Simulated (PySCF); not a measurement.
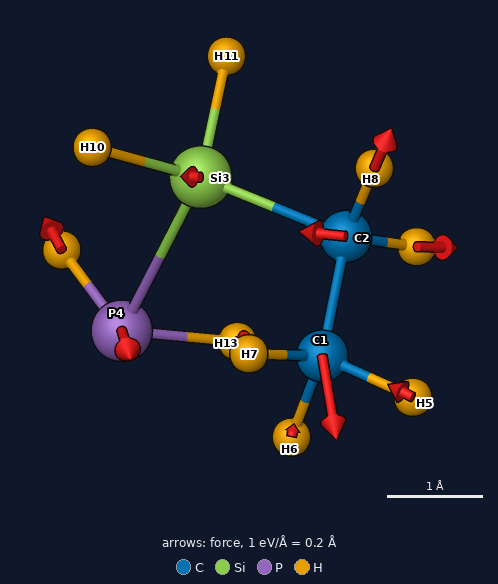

Starting geometry of C2H9PSi with the computed forces as red arrows. Style: ball-and-stick. Shown from a free direction.

The start comes from GFN2-xTB. Its atoms were then displaced at random by about 0.03 Å.

These are results of PBE0-D3(BJ)/def2-SVP geometry optimisation, gas phase (PySCF 2.14.0, density-fitted response routines), not measurements. 

Question: Is this structure relaxed? If not, where do the atoms go?

Answer: It isn't relaxed: the largest force vector, on a C atom, is 5.24 eV/Å. The final displacements have little in common with the starting forces (cosine between the two patterns 0.23). Over 9 geometry steps the energy falls by 72.4 kJ/mol. The largest move after the best rigid fit is that of an H atom, 0.49 Å. Largest moves by element: H 0.49 Å, C 0.16 Å, P 0.13 Å, Si 0.08 Å. Some distances before and after: H–P 1.325 → 1.429 Å, C–C 1.431 → 1.525 Å, C–H 1.028 → 1.104 Å, P–Si 2.343 → 2.272 Å. Among the angles between lasting bonds that change: H–P–H 101.4° → 93.7°, C–C–H 117.5° → 111.6°, H–C–H 102.1° → 107.4°.
